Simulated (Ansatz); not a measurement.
## SiHg2 (model cell, started as antifluorite): relaxing the cell for a phonon run

Task: relax SiHg2 (model cell, started as antifluorite) tightly.

Program: Ansatz 0.2.0. Level of theory: DFT PBEsol, scalar-relativistic, plane waves, PAW. Results are calculated unless marked as measured.

The structure was built from a prototype and need not be the compound's stable phase.

## (1) The starting structure

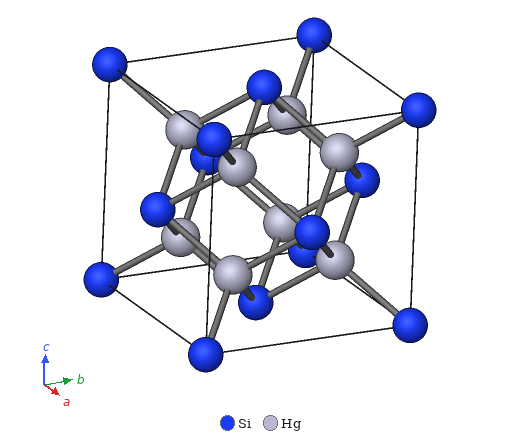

Start, viewed slightly off an axis; silicon blue, mercury light grey. This picture shows the conventional cell, with its axes. Some periodic images of atoms are drawn too.

## (2) Probe on a coarse mesh

First a cheap look: the gap decides the mesh and the occupations, the pressure tells how far the cell has to move.

Input file input.yaml:

```yaml
crystal:
  lattice:
    - [0.0, 3.29228, 3.29228]
    - [3.29228, 0.0, 3.29228]
    - [3.29228, 3.29228, 0.0]
  atoms:
    - { symbol: Si, position: [0.0, 0.0, 0.0] }
    - { symbol: Hg, position: [0.25, 0.25, 0.25] }
    - { symbol: Hg, position: [0.75, 0.75, 0.75] }
kpoints:
  mp_grid: { grid: [6, 6, 6] }
hamiltonian:
  xc: pbesol
scf:
  occupations: { method: gaussian, width: 0.1 }
output:
  forces: true
  stress: true
  eigenvalues: true
```

Started as:

```bash
$ ansatz run input.yaml --threads 4 --pin off --max-ram 7168MiB --backend cpu --events-out ev --progress --plain --runs-dir out
```

Numbers of over 12 decimals in the logs are rounded to 6 here.

Output:

```text
Engine: ansatz 0.2.0, aarch64-unknown-linux-gnu
Pseudopotentials: kind: paw
Pseudopotential: Si, paw, valence charge 4, recommended cutoff 420 eV (normal), Si.paw.azcp
Pseudopotential: Hg, paw, valence charge 20, recommended cutoff 420 eV (normal), Hg.paw.azcp
Functional definition: PBEsol
  exchange = pbesol_x
  correlation = pbesol_c
Crystal: 3 atoms, lattice volume = 71.371 Å³
[...]
k-point 0: bands = [... 18 lower, 5.3369, 10.8598, 12.5443, 12.6691, 12.6691, 12.6691, 13.4042, 13.4042, ... 1 higher]
  k-point 1: bands = [... 18 lower, 5.1905, 9.5582, 10.8462, 12.1158, 12.1158, 13.5216, 14.1438, 14.1438, ... 1 higher]
  k-point 2: bands = [... 18 lower, 4.8317, 7.0747, 10.3065, 11.6541, 11.6541, 14.6802, 14.6802, 15.1157, ... 1 higher]
  k-point 15: bands = [... 18 lower, 5.8790, 6.7594, 7.4567, 8.6896, 12.2594, 14.3006, 15.3916, 16.9188, ... 1 higher]
[key lines of the parts left out:]
SCF converged after 6 iterations
Free energy (F): -27956.650132 eV
Fermi energy:    11.343036 eV
P = ⅓ Tr σ = -3.5898 GPa (-35.898 kbar)
```

It took 1.2 s on 4 threads of Arm Neoverse V1, shared host; peak memory 0.33 GiB; 2.5 s of CPU time.

This step gave:

```
pressure          : -3.590 GPa
volume per atom   : 23.79 Å³
gap on the k-mesh : 0 eV
```

The coarse mesh shows no gap and a pressure of -3.6 GPa.

## (3) Relaxation

Harmonic phonons are second derivatives at a point where the forces vanish, and they are wanted at zero stress, so atoms and cell are relaxed first.

Changes to input.yaml since step 2:

```diff
@@ -10,3 +10,3 @@
 kpoints:
-  mp_grid: { grid: [6, 6, 6] }
+  mp_grid: { grid: [10, 10, 10] }
 hamiltonian:
@@ -19 +19,6 @@
   eigenvalues: true
+relax:
+  adjacent_minimum: "off"
+  f_tol: 0.005
+  max_steps: 80
+  cell: { stress_tol: 0.05 }
```

Output:

```text
[...]
Crystal: 3 atoms, lattice volume = 71.371 Å³
Basis set: ecut = 420 eV, 1411 PW (Γ), exchange–correlation on 64×64×64 points (8 copies of the dense FFT grid, shifted against one another)
Bands: 27, of which v1, the nominal top of the filled ones, is band 22 counted from 1 (21 counted from 0)
Symmetry: 48 space group operations
[...]
k-points: 47 of 1000
[...]
SCF iter   1: F=—  HF=-27956.657909 eV  |F-HF|=—  |Δ(HF+E_count)|=         —  Δρ=4.49e-3  dr2=2.35e-2  ethr=1.77e-3  ⟨swp⟩=5.3  Hψ=5019  notcnv=0
[...]
SCF iter   7: F=-27956.651603 eV  HF=-27956.651603 eV  |F-HF|=4.56e-8  |Δ(HF+E_count)|=   8.35e-7  Δρ=6.03e-6  dr2=1.89e-8  ethr=2.27e-10  ⟨swp⟩=7.8  Hψ=5286  notcnv=0
SCF 1 converged in 7 iterations: F = -27956.651603 eV  dr2 = 1.89e-8
[...]
relax step   1: F+E_penalty+E_count = -27956.65160350 eV  Δ(F+E_penalty+E_count) = +0.000e0 eV  max|allowed force component| = 1.696e-17 eV/Å  Δτ_max = 0.0000 Å  P = -3.731 GPa  Ω = 71.371 Å³  (7 SCF iters, dr2 threshold 1.00e-7 eV, accepted)
Crystal: 3 atoms, lattice volume = 65.007 Å³
Basis set: ecut = 420 eV, 1243 PW (Γ), exchange–correlation on 64×64×64 points (8 copies of the dense FFT grid, shifted against one another)
[...]
iter 1 solved again at ethr=1.08e-4 eV; its pass at ethr=3.10e-3 eV (dr2=4.77e-2 eV) is discarded
[...]
SCF iter   7: F=-27956.710705 eV  HF=-27956.710705 eV  |F-HF|=1.28e-8  |Δ(HF+E_count)|=   3.24e-7  Δρ=4.32e-6  dr2=1.15e-8  ethr=6.82e-10  ⟨swp⟩=5.2  Hψ=4986  notcnv=0
SCF 2 converged in 7 iterations: F = -27956.710705 eV  dr2 = 1.15e-8
relax step   2: F+E_penalty+E_count = -27956.71070481 eV  Δ(F+E_penalty+E_count) = -5.910e-2 eV  max|allowed force component| = 5.243e-17 eV/Å  Δτ_max = 0.0000 Å  P = +1.363 GPa  Ω = 65.007 Å³  energy of the carried Pulay correction = +1.437e-3 eV  (7 SCF iters, dr2 threshold 3.00e-7 eV, accepted)
Crystal: 3 atoms, lattice volume = 66.596 Å³
Basis set: ecut = 420 eV, 1291 PW (Γ), exchange–correlation on 64×64×64 points (8 copies of the dense FFT grid, shifted against one another)
[...]
SCF iter   6: F=-27956.715771 eV  HF=-27956.715771 eV  |F-HF|=2.82e-8  |Δ(HF+E_count)|=   2.46e-7  Δρ=6.26e-6  dr2=5.11e-8  ethr=6.82e-10  ⟨swp⟩=4.9  Hψ=4749  notcnv=0
SCF 3 converged in 6 iterations: F = -27956.715771 eV  dr2 = 5.11e-8
relax step   3: F+E_penalty+E_count = -27956.71577087 eV  Δ(F+E_penalty+E_count) = -5.066e-3 eV  max|allowed force component| = 3.392e-17 eV/Å  Δτ_max = 0.0000 Å  P = -0.225 GPa  Ω = 66.596 Å³  energy of the carried Pulay correction = +1.066e-3 eV  (6 SCF iters, dr2 threshold 3.00e-7 eV, accepted)
[...]
relax step   4: F+E_penalty+E_count = -27956.71599553 eV  Δ(F+E_penalty+E_count) = -2.247e-4 eV  max|allowed force component| = 2.313e-17 eV/Å  Δτ_max = 0.0000 Å  P = -0.005 GPa  Ω = 66.360 Å³  energy of the carried Pulay correction = +1.121e-3 eV  (4 SCF iters, dr2 threshold 1.27e-7 eV, accepted)
[...]
SCF iter   6: F=-27956.714887 eV  HF=-27956.714887 eV  |F-HF|=1.46e-11  |Δ(HF+E_count)|=  1.46e-10  Δρ=1.48e-7  dr2=2.06e-11  ethr=1.00e-12  ⟨swp⟩=4.6  Hψ=5731  notcnv=0
SCF 5 converged in 6 iterations: F = -27956.714887 eV  dr2 = 2.06e-11
relax step   5: F+E_penalty+E_count = -27956.71488683 eV  Δ(F+E_penalty+E_count) = +1.109e-3 eV  max|allowed force component| = 2.853e-17 eV/Å  Δτ_max = 0.0000 Å  P = -0.008 GPa  Ω = 66.360 Å³  stress off target by 7.59e-3 GPa  SCF on the basis re-selected at this cell (its energy is not comparable with the rows above)  (6 SCF iters)
basis re-selected at this cell: Δ(F+E_penalty+E_count) = +1.109e-3 eV, ΔP = -0.002 GPa vs the last step (what re-selecting the basis moved, of the pressure what is left beyond the Pulay correction that the steps carried, after the strain that the cell walked since its last selection, with what the two solves' SCF thresholds leave and, on support functions, any second-order correction that the steps lacked; it is no m [...]
SCF converged after 6 iterations
Free energy (F): -27956.714887 eV
[...]
Internal energy: -27956.709901 eV  (E = F + TS)
E sigma→0 (E₀):  -27956.712394 eV
Entropy (-TS):   -0.004986 eV (-1.662 meV/atom)
Fermi energy:    12.686919 eV
[...]
--- Stress (GPa, compression-positive) ---
       -0.007587       0.000000       0.000000
        0.000000      -0.007587      -0.000000
        0.000000      -0.000000      -0.007587
  P = ⅓ Tr σ = -0.0076 GPa (-0.076 kbar)
--- Band table (eV; the first three rows and the last of 47) ---
  k-point 0: bands = [... 18 lower, 6.5075, 12.4228, 14.0722, 14.0722, 14.0722, 14.1934, 14.5613, 14.5613, ... 1 higher]
  k-point 1: bands = [... 18 lower, 6.4422, 11.8794, 12.7395, 13.7092, 13.7092, 14.5039, 15.0089, 15.0089, ... 1 higher]
  k-point 2: bands = [... 18 lower, 6.2613, 10.2727, 12.1675, 13.3037, 13.3037, 15.3922, 15.5808, 15.5808, ... 1 higher]
  k-point 46: bands = [... 18 lower, 7.1448, 7.9890, 8.3595, 9.5051, 14.2754, 16.1378, 16.2896, 17.8111, ... 1 higher]
--- Relaxed structure (4 steps of the walk, 4 accepted, 1 SCFs on fresh bases) ---
  F+E_penalty+E_count = -27956.71488683 eV   max|allowed force component| = 2.853e-17 eV/Å   (the final SCF, on the basis selected at the relaxed cell)
  cell:  # Å, volume = 66.3603 Å³
    - [0, 3.213361, 3.213361]
    - [3.213361, 0, 3.213361]
    - [3.213361, 3.213361, 0]
  atoms:
    - { symbol: Si, position: [0, 0, 0] }
    - { symbol: Hg, position: [0.250000, 0.250000, 0.250000] }
    - { symbol: Hg, position: [0.750000, 0.750000, 0.750000] }
```

It took 7.1 s on 4 threads; peak memory 0.42 GiB.

The steps of the relaxation:

```
step  energy less that of the first step (eV)  largest force component (eV/Å)  pressure (GPa)  volume (Å³)
   1                                   0.0000                          0.0000           -3.73        71.37
   2                                  -0.0591                          0.0000            1.36        65.01
   3                                  -0.0642                          0.0000           -0.23        66.60
   4                                  -0.0644                          0.0000           -0.01        66.36
  5*                                  -0.0633                          0.0000           -0.01        66.36
```

Relaxation steps marked * repeat the geometry before them on a plane-wave basis chosen anew for their cell, so energy and pressure can jump there.

The run keeps the 48 symmetry operations that it works with, so distortions that break them were not tested.

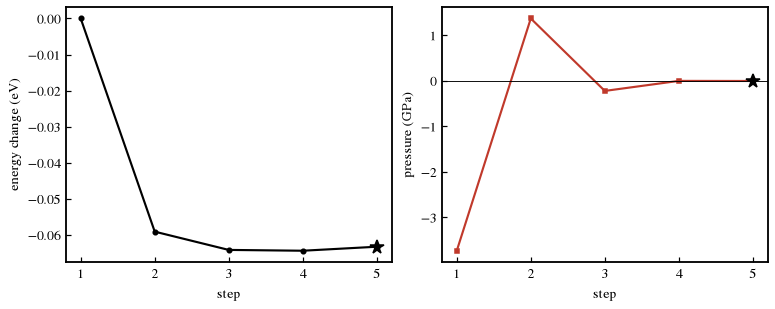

Energy and pressure along the relaxation. Stars mark steps on a basis chosen anew.

```
conventional cell, symmetrised  before  after  change
                         a (Å)   6.585  6.427  -2.4 %
                         b (Å)   6.585  6.427  -2.4 %
                         c (Å)   6.585  6.427  -2.4 %
              volume (Å³/atom)   23.79  22.12  -7.0 %
```

The relaxed structure:

```
Si Hg
1.0
     0.00000    3.21336    3.21336
     3.21336    0.00000    3.21336
     3.21336    3.21336    0.00000
Si Hg
1 2
Direct
  0.00000 0.00000 0.00000
  0.25000 0.25000 0.25000
  0.75000 0.75000 0.75000
```

This step gave:

* pressure: -0.007587 GPa
* volume per atom: 22.12 Å³

In this step the volume went from 23.79 to 22.12 Å³/atom.

## (4) Tight relaxation

Phonons need a cell at rest on their own settings, so the relaxation is repeated with tight tolerances on forces and stress on the k mesh and occupations of the first response run.

Input file input.yaml:

```yaml
crystal:
  lattice:
    - [0.0, 3.2133606144, 3.2133606144]
    - [3.2133606144, 0.0, 3.2133606144]
    - [3.2133606144, 3.2133606144, 0.0]
  atoms:
    - { symbol: Si, position: [0.0, 0.0, 0.0] }
    - { symbol: Hg, position: [0.25, 0.25, 0.25] }
    - { symbol: Hg, position: [0.75, 0.75, 0.75] }
kpoints:
  mp_grid: { grid: [12, 12, 12] }
hamiltonian:
  xc: pbesol
scf:
  occupations: { method: methfessel_paxton, width: 0.15 }
output:
  forces: true
  stress: true
  eigenvalues: true
relax:
  adjacent_minimum: "off"
  f_tol: 0.001
  max_steps: 60
  cell: { stress_tol: 0.01 }
```

Output:

```text
[...]
Crystal: 3 atoms, lattice volume = 66.360 Å³
Basis set: ecut = 420 eV, 1291 PW (Γ), exchange–correlation on 64×64×64 points (8 copies of the dense FFT grid, shifted against one another)
Bands: 27, of which v1, the nominal top of the filled ones, is band 22 counted from 1 (21 counted from 0)
[... 1 set-up line as in the run before ...]
[...]
k-points: 72 of 1728
[...]
--- Relaxed structure (1 steps of the walk, 1 accepted, 1 SCFs on fresh bases) ---
[...]
cell:  # Å, volume = 66.3603 Å³
    - [0.0, 3.2133606144, 3.2133606144]
    - [3.2133606144, 0.0, 3.2133606144]
    - [3.2133606144, 3.2133606144, 0.0]
  atoms:
    - { symbol: Si, position: [0.0, 0.0, 0.0] }
    - { symbol: Hg, position: [0.25, 0.25, 0.25] }
    - { symbol: Hg, position: [0.750000, 0.750000, 0.750000] }
[key lines of the parts left out:]
SCF converged after 7 iterations
Free energy (F): -27956.711675 eV
Fermi energy:    12.714249 eV
P = ⅓ Tr σ = -0.0064 GPa (-0.064 kbar)
```

The job ended after 4.7 s (4 threads; peak memory 0.43 GiB).

Little changed from the start: no atom moved by 0.005 Å and no cell edge by 0.1 %.

This step gave:

- pressure: -0.006443 GPa

The forces vanish by symmetry and the pressure is -0.006 GPa, within the tolerances set. The cell now holds 22.12 Å³/atom.

## (5) Results

```
space group after relaxation (within 0.01 Å) : Fm-3m
lattice constant a                           : 6.427 Å
lattice constant b                           : 6.427 Å
lattice constant c                           : 6.427 Å
volume per atom                              : 22.1 Å³
```

In words: The forces vanish by symmetry and the pressure is -0.006 GPa, within the tolerances set. The cell now holds 22.12 Å³/atom. The relaxation keeps the symmetry of its start, so it says nothing on stability against lower symmetry. Spin-orbit coupling is left out, which can matter for the heavy elements here. The starting cell was built on a prototype and not taken from a measurement, so the phase need not exist.

[Logs are printed without paths, hosts, clocks, repeated set-up lines and the standing remarks that a program may print on its own settings, such as how far it seeks lower states.]

[Hosts, paths, dates, database ids (printed as entryN), source tags and the programs' standing remarks are cut or masked in the printed files.]
